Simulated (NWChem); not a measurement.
**the pair SiHSBr···SiH2S: a chain of runs**

Aim: a single-point energy (singlet Si2H3S2Br, B3LYP-D3(0)/cc-pVDZ), then the energy (singlet SiHSBr, B3LYP-D3(0)/cc-pVDZ), then the energy (singlet SiH2S, B3LYP-D3(0)/cc-pVDZ), then the energy (singlet SiHSBr, B3LYP-D3(0)/cc-pVDZ), then the energy (singlet SiH2S, B3LYP-D3(0)/cc-pVDZ) of BrH3S2Si2 and its partners. 

Program for the calculation: NWChem 7.3.0.

## Step 1: The molecule

The species is Si2H3S2Br (8 atoms), meant as a singlet with charge 0. The two molecules were placed rigidly side by side, at 1 times their contact distance; the pair isn't optimised.

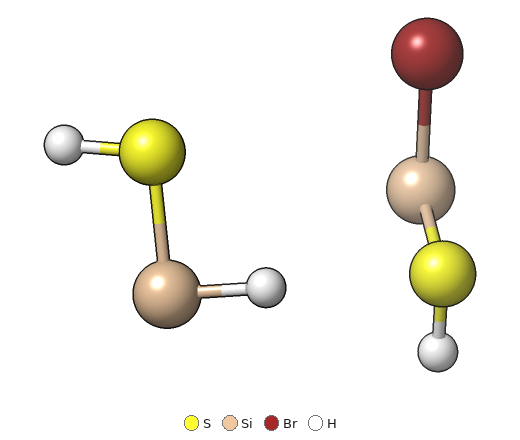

Viewed from a chosen angle; sulfur yellow, silicon light orange, bromine red, hydrogen white.

## Step 2: A single-point energy at B3LYP-D3(0)/cc-pVDZ (run 1)

a.nw

```
start a
memory stack 880 mb heap 220 mb global 1100 mb

geometry noautosym nocenter noautoz
 S     -0.113980     0.973980    -0.579620
 Si    -0.312680    -0.893820     0.428880
 Br     1.842620    -1.090320     1.072370
 H     -1.415980     1.010180    -0.921620
 Si     0.939010    -0.639060    -4.297560
 S      2.718920    -1.528550    -3.579700
 H      1.127870     0.497690    -3.298700
 H      2.716500    -2.603140    -4.389920
end

basis spherical bse
 * library cc-pVDZ
end

dft
 xc b3lyp
 disp vdw 3
 grid fine
 convergence energy 1e-08
 iterations 100
 mulliken
 print low
end

task dft
```

The run is started by

```sh
$ nwchem a.nw > a.out
```

The log of the run:

```text
[...]
 d= 0,ls=0.0,diis     1  -3951.3521765424 -4.53D+03  1.11D-02  5.86D-01    15.9
[...]
 d= 0,ls=0.0,diis    10  -3951.4335720195 -2.83D-09  2.74D-07  9.81D-10   109.6
         Total DFT energy =    -3951.433572019500
      One electron energy =    -6635.804136635997
           Coulomb energy =     2294.143906190955
    Exchange-Corr. energy =     -185.670795220255
 Nuclear repulsion energy =      575.903184089344
    Dispersion correction =       -0.005730443548
[...]
      Total Density - Mulliken Population Analysis
     ---------------------------------------------
    Atom       Charge   Shell Charges
 -----------   ------   -------------------------------------------------------
    1 S   16    16.12   2.00  2.03  0.96  0.84  6.01  2.37  1.87  0.06
    2 Si  14    13.75   2.00  2.02  1.04  0.78  6.01  1.06  0.62  0.22
    3 Br  35    35.21   2.00  2.00  2.03  1.09  0.83  6.00  6.01  2.69  2.53  9.94  0.08
    4 H    1     0.91   0.71  0.17  0.03
    5 Si  14    13.89   2.00  2.02  0.98  0.82  6.01  1.15  0.76  0.15
    6 S   16    16.14   2.00  2.03  0.96  0.83  6.01  2.36  1.88  0.06
    7 H    1     1.07   0.72  0.33  0.01
    8 H    1     0.91   0.71  0.17  0.03
[...]
```

It took 1.8 min on 1 thread of Intel Xeon 6975P-C (Granite Rapids), shared host; peak memory 0.13 GiB.

## Step 3: SiHSBr: the energy at B3LYP-D3(0)/cc-pVDZ (run 2)

calc.nw

```
start calc
memory 2200 mb

geometry units angstroms noautosym nocenter noautoz
   S    -0.113980    0.973980   -0.579620
   Si   -0.312680   -0.893820    0.428880
   Br    1.842620   -1.090320    1.072370
   H    -1.415980    1.010180   -0.921620
end

basis spherical bse
   * library cc-pVDZ
end

dft
   xc b3lyp
   disp vdw 3
   grid fine
   convergence energy 1e-08
   maxiter 100
   mulliken
   noprint "final vectors analysis"
end

task dft energy
```

The run is started by

```sh
$ nwchem calc.nw > calc.out
```

The log of the run:

```text
[...]
          Wavefunction type:  closed shell.
          No. of atoms     :     4
          No. of electrons :    66
[...]
          Charge           :     0
          Spin multiplicity:     1
[...]
          AO basis - number of functions:    68
[...]
              XC Information
              --------------
                         B3LYP Method XC Potential
                     Hartree-Fock (Exact) Exchange  0.200
                        Slater Exchange Functional  0.800 local
                    Becke 1988 Exchange Functional  0.720 non-local
              Lee-Yang-Parr Correlation Functional  0.810
                  VWN I RPA Correlation Functional  0.190 local
[...]
 d= 0,ls=0.0,diis     1  -3262.4728154001 -3.54D+03  1.52D-02  3.93D-01     8.3
[...]
 d= 0,ls=0.0,diis     8  -3262.5265333944 -4.69D-09  3.60D-06  7.63D-08    41.7
         Total DFT energy =    -3262.526533394373
      One electron energy =    -5080.220205350951
           Coulomb energy =     1682.087332325686
    Exchange-Corr. energy =     -138.333187326282
 Nuclear repulsion energy =      273.940769451000
    Dispersion correction =       -0.001242493827
[...]
      Total Density - Mulliken Population Analysis
     ---------------------------------------------
    Atom       Charge   Shell Charges
 -----------   ------   -------------------------------------------------------
    1 S   16    16.13   2.00  2.03  0.96  0.84  6.01  2.37  1.88  0.06
    2 Si  14    13.75   2.00  2.02  1.04  0.78  6.01  1.06  0.61  0.22
    3 Br  35    35.21   2.00  2.00  2.03  1.09  0.83  6.00  6.01  2.69  2.54  9.94  0.08
    4 H    1     0.91   0.71  0.17  0.03
[...]
```

Wall time 42 s (1 thread of Intel Xeon 6975P-C (Granite Rapids), shared host); peak memory 0.12 GiB.

## Step 4: SiH2S: the energy at B3LYP-D3(0)/cc-pVDZ (run 3)

h2ssi.nw

```
start h2ssi
title "H2SSi energy"
memory stack 880 mb heap 220 mb global 1100 mb
charge 0

geometry units angstrom noautosym nocenter noautoz
 Si     0.939010    -0.639060    -4.297560
 S      2.718920    -1.528550    -3.579700
 H      1.127870     0.497690    -3.298700
 H      2.716500    -2.603140    -4.389920
end

basis spherical bse
 * library cc-pVDZ
end

dft
 xc b3lyp
 disp vdw 3
 grid fine
 convergence energy 1e-08
 iterations 100
 mulliken
 noprint "final vectors analysis"
end

task dft energy
```

The run is started by

```sh
$ nwchem h2ssi.nw > h2ssi.out
```

The log of the run:

```text
[...]
          Wavefunction type:  closed shell.
          No. of atoms     :     4
          No. of electrons :    32
[...]
          Charge           :     0
          Spin multiplicity:     1
[...]
          AO basis - number of functions:    46
[...]
              XC Information
              --------------
                         B3LYP Method XC Potential
                     Hartree-Fock (Exact) Exchange  0.200
                        Slater Exchange Functional  0.800 local
                    Becke 1988 Exchange Functional  0.720 non-local
              Lee-Yang-Parr Correlation Functional  0.810
                  VWN I RPA Correlation Functional  0.190 local
[...]
 d= 0,ls=0.0,diis     1   -688.8796851401 -7.62D+02  1.37D-02  1.77D-01     1.5
[...]
 d= 0,ls=0.0,diis     8   -688.9047300916 -1.01D-09  3.61D-06  4.35D-08     7.4
         Total DFT energy =     -688.904730091592
      One electron energy =    -1098.331913146239
           Coulomb energy =      383.371609123559
    Exchange-Corr. energy =      -47.336978310503
 Nuclear repulsion energy =       73.393069395156
    Dispersion correction =       -0.000517153565
[...]
      Total Density - Mulliken Population Analysis
     ---------------------------------------------
    Atom       Charge   Shell Charges
 -----------   ------   -------------------------------------------------------
    1 Si  14    13.87   2.00  2.02  0.98  0.81  6.01  1.14  0.74  0.15
    2 S   16    16.14   2.00  2.03  0.96  0.83  6.01  2.37  1.89  0.06
    3 H    1     1.08   0.73  0.35  0.01
    4 H    1     0.91   0.71  0.17  0.03
[...]
```

It took 8.1 s on 1 thread of Intel Xeon 6975P-C (Granite Rapids), shared host; peak memory 0.11 GiB.

## Step 5: SiHSBr among ghost functions: the energy at B3LYP-D3(0)/cc-pVDZ (with ghost functions) (run 4)

brhssi.nw

```
START brhssi
memory total 2200 mb
charge 0

GEOMETRY units angstrom noautosym nocenter noautoz
   S     -0.113980     0.973980    -0.579620
   Si    -0.312680    -0.893820     0.428880
   Br     1.842620    -1.090320     1.072370
   H     -1.415980     1.010180    -0.921620
   bqSi     0.939010    -0.639060    -4.297560
   bqS      2.718920    -1.528550    -3.579700
   bqH      1.127870     0.497690    -3.298700
   bqH      2.716500    -2.603140    -4.389920
END

BASIS spherical bse
   S library cc-pVDZ
   Si library cc-pVDZ
   Br library cc-pVDZ
   H library cc-pVDZ
   bqSi library Si cc-pVDZ
   bqS library S cc-pVDZ
   bqH library H cc-pVDZ
END

DFT
   xc b3lyp
   mult 1
   disp vdw 3
   grid fine
   convergence energy 1e-08
   iterations 100
   mulliken
   print low
END

TASK dft energy
```

The run is started by

```sh
$ nwchem brhssi.nw > brhssi.out
```

The log of the run:

```text
[...]
 d= 0,ls=0.0,diis     1  -3262.4733800872 -3.54D+03  9.08D-03  3.94D-01    15.8
[...]
 d= 0,ls=0.0,diis     8  -3262.5271272859 -4.94D-09  2.11D-06  7.31D-08    94.2
         Total DFT energy =    -3262.527127285889
      One electron energy =    -5080.175958224656
           Coulomb energy =     1682.040308289367
    Exchange-Corr. energy =     -138.331004307773
 Nuclear repulsion energy =      273.940769451000
    Dispersion correction =       -0.001242493827
[...]
      Total Density - Mulliken Population Analysis
     ---------------------------------------------
    Atom       Charge   Shell Charges
 -----------   ------   -------------------------------------------------------
    1 S   16    16.13   2.00  2.03  0.96  0.84  6.01  2.37  1.87  0.06
    2 Si  14    13.74   2.00  2.02  1.04  0.78  6.01  1.06  0.61  0.22
    3 Br  35    35.21   2.00  2.00  2.03  1.09  0.83  6.00  6.01  2.69  2.53  9.94  0.08
    4 H    1     0.91   0.71  0.17  0.03
    5 X    0     0.01  -0.00 -0.00 -0.00  0.00 -0.00 -0.00  0.00  0.00
    6 X    0     0.00  -0.00 -0.00 -0.00 -0.00 -0.00 -0.00  0.00  0.00
    7 X    0     0.00  -0.00  0.00 -0.00
    8 X    0     0.00   0.00  0.00 -0.00
[...]
```

Run time: 95 s. Hardware: 1 thread of Intel Xeon 6975P-C (Granite Rapids), shared host; peak memory 0.12 GiB.

## Step 6: SiH2S among ghost functions: the energy at B3LYP-D3(0)/cc-pVDZ (with ghost functions) (run 5)

h2ssi.nw

```
start h2ssi
memory total 2200 mb

geometry units bohr noautosym nocenter noautoz
  Si   1.77447173  -1.20764838  -8.12121140
  S    5.13801415  -2.88854087  -6.76465261
  H    2.13136540   0.94049779  -6.23363957
  H    5.13344102  -4.91922166  -8.29574651
  bqS     -0.215391     1.840555    -1.095323
  bqSi    -0.590880    -1.689075     0.810466
  bqBr     3.482047    -2.060406     2.026486
  bqH     -2.675814     1.908964    -1.741609
end

basis spherical bse
  Si library cc-pVDZ
  S library cc-pVDZ
  H library cc-pVDZ
  bqS library S cc-pVDZ
  bqSi library Si cc-pVDZ
  bqBr library Br cc-pVDZ
  bqH library H cc-pVDZ
end

dft
  xc b3lyp
  disp vdw 3
  grid fine
  convergence energy 1e-08
  iterations 100
  mulliken
  noprint "final vectors analysis"
end

task dft energy
```

The run is started by

```sh
$ nwchem h2ssi.nw > h2ssi.out
```

The log of the run:

```text
[...]
          Wavefunction type:  closed shell.
          No. of atoms     :     8
          No. of electrons :    32
[...]
          Charge           :     0
          Spin multiplicity:     1
[...]
          AO basis - number of functions:   114
[...]
              XC Information
              --------------
                         B3LYP Method XC Potential
                     Hartree-Fock (Exact) Exchange  0.200
                        Slater Exchange Functional  0.800 local
                    Becke 1988 Exchange Functional  0.720 non-local
              Lee-Yang-Parr Correlation Functional  0.810
                  VWN I RPA Correlation Functional  0.190 local
[...]
 d= 0,ls=0.0,diis     1   -688.8798324446 -7.62D+02  5.51D-03  1.77D-01    11.3
[...]
 d= 0,ls=0.0,diis     8   -688.9049125826 -9.92D-10  1.46D-06  4.35D-08    79.5
         Total DFT energy =     -688.904912582649
      One electron energy =    -1098.321304847641
           Coulomb energy =      383.360010634020
    Exchange-Corr. energy =      -47.336165463610
 Nuclear repulsion energy =       73.393064248358
    Dispersion correction =       -0.000517153776
[...]
      Total Density - Mulliken Population Analysis
     ---------------------------------------------
    Atom       Charge   Shell Charges
 -----------   ------   -------------------------------------------------------
    1 Si  14    13.87   2.00  2.02  0.98  0.81  6.01  1.14  0.74  0.15
    2 S   16    16.14   2.00  2.03  0.96  0.83  6.01  2.37  1.89  0.06
    3 H    1     1.08   0.73  0.34  0.01
    4 H    1     0.91   0.71  0.17  0.03
    5 X    0     0.00  -0.00 -0.00 -0.00  0.00 -0.00 -0.00  0.00 -0.00
    6 X    0     0.00  -0.00 -0.00 -0.00  0.00  0.00 -0.00  0.00 -0.00
    7 X    0     0.00  -0.00 -0.00 -0.00 -0.00 -0.00 -0.00 -0.00 -0.00  0.00 -0.00  0.00
    8 X    0     0.00   0.00  0.00  0.00
[...]
```

Run time: 80 s. Hardware: 1 thread of Intel Xeon 6975P-C (Granite Rapids), shared host; peak memory 0.12 GiB.

## Step 7: Outcome

| quantity | value |
| --- | --- |
| run 1, B3LYP-D3(0)/cc-pVDZ: total energy | -3951.43357 Eh |
| run 1, B3LYP-D3(0)/cc-pVDZ: dispersion energy | -15.05 kJ/mol |
| SiHSBr: total energy | -3262.52653 Eh |
| SiHSBr: dipole moment | 1.90 D |
| SiHSBr: dispersion energy | -3.26 kJ/mol |
| SiH2S: total energy | -688.90473 Eh |
| SiH2S: dipole moment | 0.74 D |
| SiH2S: dispersion energy | -1.36 kJ/mol |
| SiHSBr among ghost functions: total energy | -3262.52713 Eh |
| SiHSBr among ghost functions: dispersion energy | -3.26 kJ/mol |
| SiH2S among ghost functions: total energy | -688.90491 Eh |
| SiH2S among ghost functions: dipole moment | 0.76 D |
| SiH2S among ghost functions: dispersion energy | -1.36 kJ/mol |
| interaction energy of the rigid parts SiHSBr and SiH2S (parts in their own basis; closest atoms 3.03 Å apart) | -0.063 eV |
| interaction energy of the rigid parts SiHSBr and SiH2S (parts in the whole basis, counterpoise; closest atoms 3.03 Å apart) | -0.042 eV |

**Reading.** The interaction energy of the rigid parts SiHSBr and SiH2S (parts in their own basis; closest atoms 3.03 Å apart) is −0.06 eV (−1.4 kcal/mol): the parts attract. Without counterpoise this holds the superposition error of the basis. The interaction energy of the rigid parts SiHSBr and SiH2S (parts in the whole basis, counterpoise; closest atoms 3.03 Å apart) is −0.04 eV (−4.0 kJ/mol): the parts attract. The basis-set superposition error is 2.0 kJ/mol. Mulliken charges (run 1, B3LYP-D3(0)/cc-pVDZ) run from -0.21 on Br3 to +0.25 on Si2; they depend strongly on the basis.
